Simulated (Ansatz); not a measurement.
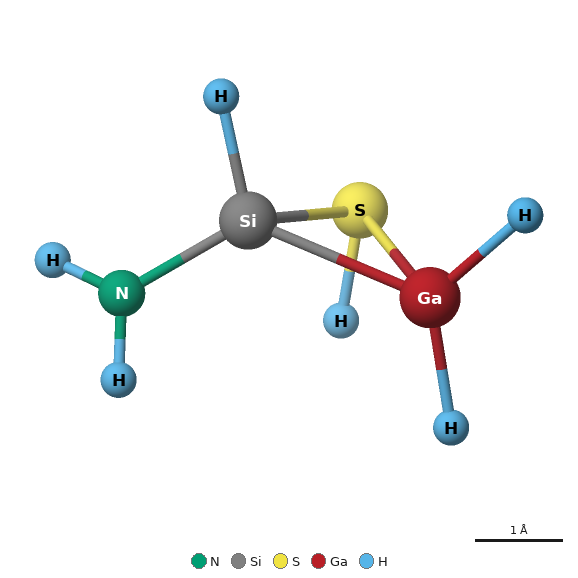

A ball-and-stick model of a molecule. Every bond is drawn as one stick, whatever its order.

Description:

It has 10 atoms: 1 gallium, 6 hydrogen, 1 nitrogen, 1 sulfur and 1 silicon (GaH6NSSi). This geometry has C1 symmetry. Coordination, clear cases only: 1 S trigonal pyramidal.

The parts below concern this one geometry. Atoms keep their numbers from picture to picture. Computed geometry: PBE0-D4/def2-TZVP optimisation.

**Levels of theory compared**

Program: Ansatz 0.2.0.

Compare vertical IP (eV) at these levels: B2PLYP (frozen core)/def2-TZVPP; B3LYP-D4/def2-TZVPP; CCSD(T)/CBS (MP2 limit from def2-TZVPP and def2-QZVPP plus CCSD(T) − MP2); PBE-D4/def2-TZVPP; PBE0-D4/def2-TZVPP; r2SCAN-D4/def2-TZVPP; ωB97M-V/def2-TZVPP; ωB97X-V/def2-TZVPP.

```json
{"level": "B2PLYP (frozen core)/def2-TZVPP", "vertical IP (eV)": "8.60"}
{"level": "B3LYP-D4/def2-TZVPP", "vertical IP (eV)": "8.63"}
{"level": "CCSD(T)/CBS (MP2 limit from def2-TZVPP and def2-QZVPP plus CCSD(T) − MP2)", "vertical IP (eV)": "8.83"}
{"level": "PBE-D4/def2-TZVPP", "vertical IP (eV)": "8.42"}
{"level": "PBE0-D4/def2-TZVPP", "vertical IP (eV)": "8.59"}
{"level": "r2SCAN-D4/def2-TZVPP", "vertical IP (eV)": "8.50"}
{"level": "ωB97M-V/def2-TZVPP", "vertical IP (eV)": "8.71"}
{"level": "ωB97X-V/def2-TZVPP", "vertical IP (eV)": "8.71"}
```

**Vibrations**

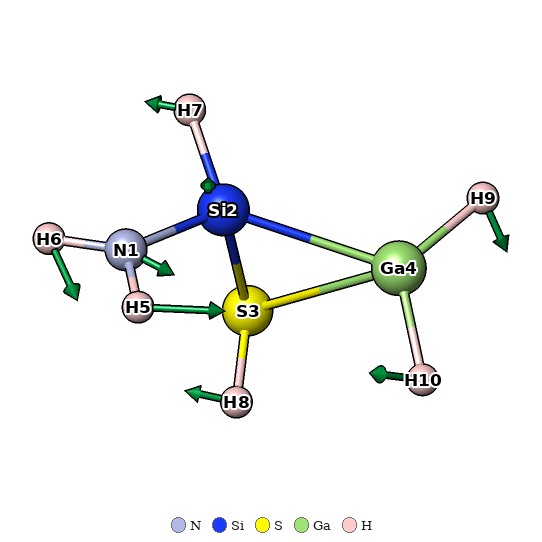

The arrows show one normal mode. Harmonic vibrations computed with RKS PBE0-D4/def2-TZVP (Ansatz 0.2.0) at a stationary point of the same level.

Estimate its harmonic wavenumber.

Answer. 128 cm⁻¹; it is mode 2 of 24 counted from the lowest.

**Dipole moment**

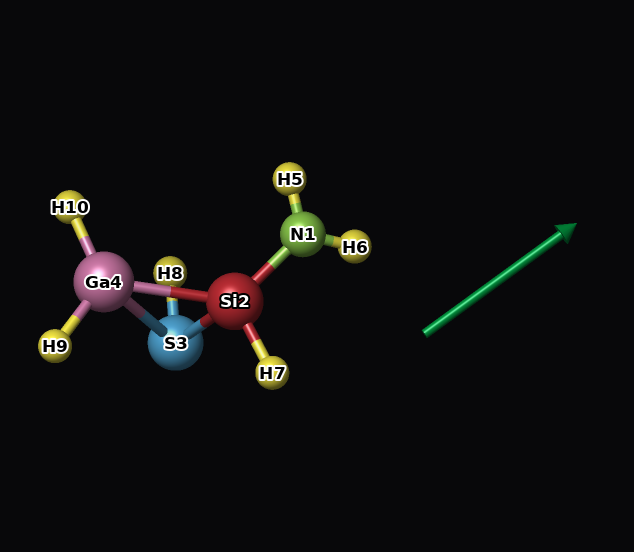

The arrow beside the molecule shows the direction of the dipole moment, from the negative to the positive end (its length means nothing). Method: RKS B3LYP-D4/def2-TZVPP (Ansatz 0.2.0).

Estimate the dipole moment.

Answer. 2.86 D; it points from the side of H9 to the side of H6 (the outermost atoms at the two ends).

**Thermal motion**

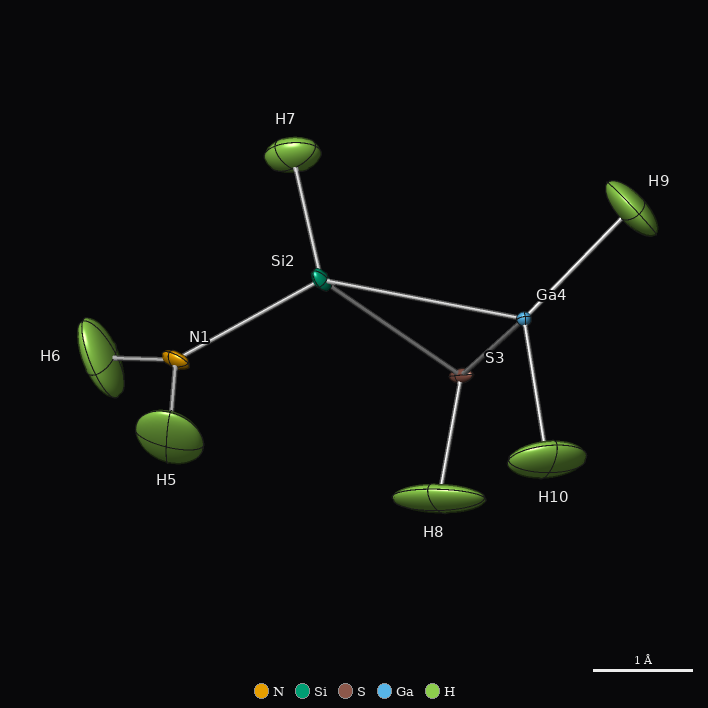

Displacement ellipsoids at the 50 % level, from the internal vibrations of the free molecule (harmonic, no overall translation or rotation; no half-axis is drawn under 0.075 Å). Vibrations computed with RKS PBE0-D4/def2-TZVP (Ansatz 0.2.0). Temperature: 298 K.

Which atom moves most?

Answer. H8, with U_eq = 0.0494 Å².

Does H8 move more along its bond or across it?

Answer. Across it: the root-mean-square amplitude is 0.083 Å along the bond and up to 0.325 Å across, since bending and torsion are softer than stretching.

Give the displacement parameters, one line for each set of equivalent atoms.

```tsv
atom	U_eq (Å²)	rms amplitudes (Å)
N1	0.0073	0.040, 0.086, 0.114
Si2	0.0047	0.039, 0.062, 0.093
S3	0.0069	0.018, 0.049, 0.135
Ga4	0.0019	0.010, 0.031, 0.067
H5	0.0477	0.080, 0.230, 0.289
H6	0.0469	0.106, 0.205, 0.296
H7	0.0264	0.100, 0.169, 0.202
H8	0.0494	0.081, 0.190, 0.325
H9	0.0418	0.095, 0.237, 0.245
H10	0.0427	0.093, 0.222, 0.265
```
